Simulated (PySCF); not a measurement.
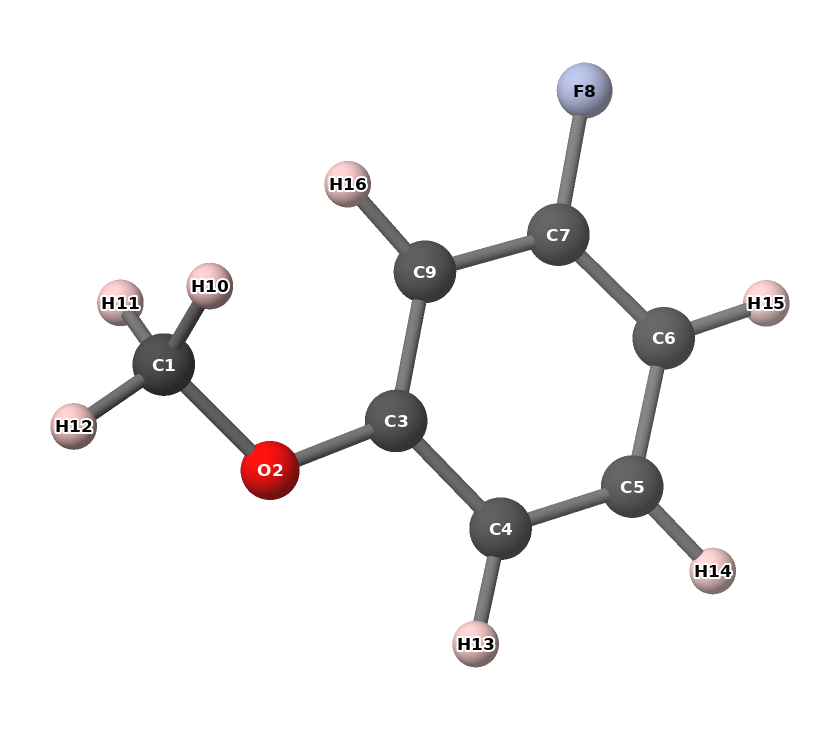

The computed structure is the end point of a PBE0-D3(BJ)/def2-TZVP optimisation. No frequency run is at hand to confirm it as a minimum. Method: GIAO ωB97X-D/pcSseg-2 NMR shielding, non-relativistic, gas phase (PySCF 2.14.0), and the same with a continuum solvent (IEF-PCM, Bondi radii x 1.2, gas-phase geometry).

How do dipole (D), HOMO–LUMO gap (eV), σ(F8) (ppm), σ(H16) (ppm), σ(H14) (ppm) change in chloroform (ε = 4.7)?

```tsv
medium	dipole (D)	HOMO–LUMO gap (eV)	σ(F8) (ppm)	σ(H16) (ppm)	σ(H14) (ppm)
gas phase	1.40	9.82	295.1	24.91	24.07
chloroform	1.59	9.83	300.5	24.63	23.88
```
